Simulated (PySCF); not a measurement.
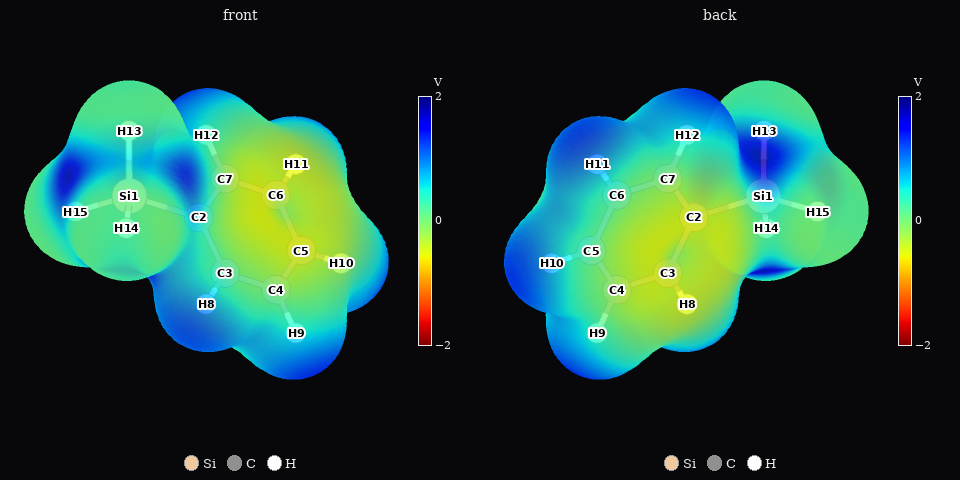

C6H8Si. The electrostatic potential painted on the density surface at 0.004 e/bohr³, seen from the front and from behind; red is negative and blue positive.

Geometry: PBE0-D3(BJ)/def2-SVP.

All numbers below come from PBE0/pcSseg-1, SCF density, gas phase, non-relativistic in PySCF.

The calculation's input:

```
{"job": {"kind": "nmr", "xc": "PBE0", "basis": "pcSseg-1"}, "charge": 0, "multiplicity": 1}
Si     0.016406     0.029498    -2.475239
C      0.011959     0.019175    -0.596811
C     -1.020918     0.636959     0.124495
C     -1.042377     0.603625     1.517894
C     -0.026905    -0.049044     2.215123
C      1.009082    -0.666263     1.515249
C      1.026893    -0.630815     0.122139
H     -1.822131     1.158483    -0.407740
H     -1.854187     1.092302     2.062446
H     -0.040938    -0.074057     3.307556
H      1.809263    -1.175654     2.057944
H      1.850174    -1.115195    -0.411692
H      1.422394     0.040840    -2.982659
H     -0.707217     1.237412    -2.976621
H     -0.664287    -1.183406    -3.028094
```

Launched as:

```sh
OMP_NUM_THREADS=1 python probes_run.py task.json out
```

Describe the electrostatic potential map.

Answer. The most negative region (about −0.6 V, or −14 kcal/mol for a unit charge) lies over the π face of the C atoms, the most positive (about +1.6 V, or +37 kcal/mol for a unit charge) over Si1.

How polar is the molecule by this calculation?

Answer. Its dipole moment is 0.90 D.
